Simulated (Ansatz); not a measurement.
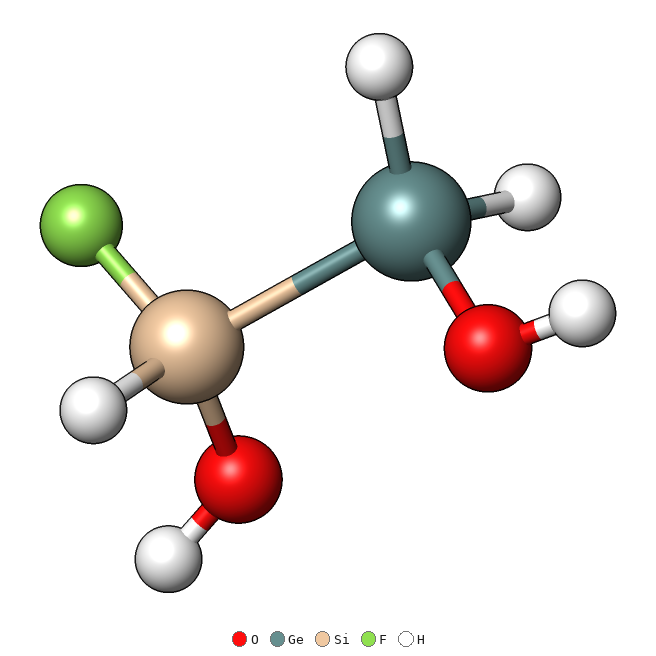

Figure made from data computed with Ansatz.

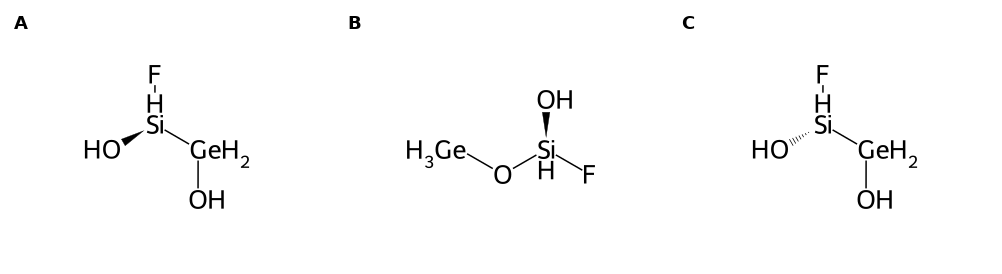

> The first picture shows one of the molecules drawn in the second. Which?

C, `[OH][GeH2][Si@H](O)F`.
